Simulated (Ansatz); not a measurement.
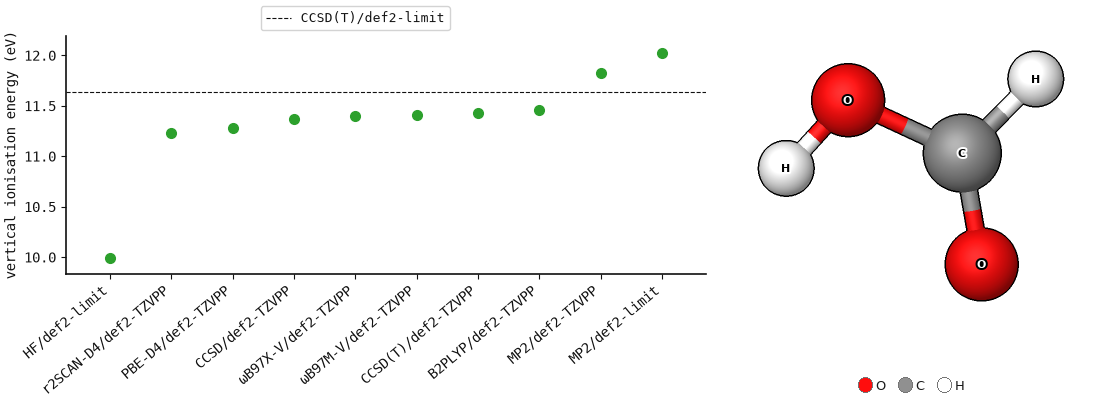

Vertical ionisation energy of CH₂O₂, SMILES O=CO, taken as the energy of the cation less that of the neutral at fixed geometry (unrestricted doublet cation, cores frozen in correlated methods, no spin-orbit coupling), the Ansatz code, at a PBE0-D4/def2-TZVP geometry (a minimum by its frequencies). Limit means an estimate of the basis limit from triple and quadruple zeta; for coupled cluster it is either extrapolated directly or built as the MP2 limit plus the step from MP2 in triple zeta. B2PLYP/def2-TZVPP holds a correlation term that converges slowly with the basis, so part of the distance to the limit is basis error. The distance of CCSD/def2-TZVPP, CCSD(T)/def2-TZVPP and MP2/def2-TZVPP to the limit includes basis error.

Question: What range do the values span, the line included?

Answer: From 9.99 eV (HF/def2-limit) to 12.03 eV (MP2/def2-limit).

Question: Which level comes closest to the line (CCSD(T)/def2-limit), and which misses most?

Answer: Closest B2PLYP/def2-TZVPP (11.46 eV), against 11.64 eV; farthest HF/def2-limit (9.99 eV).
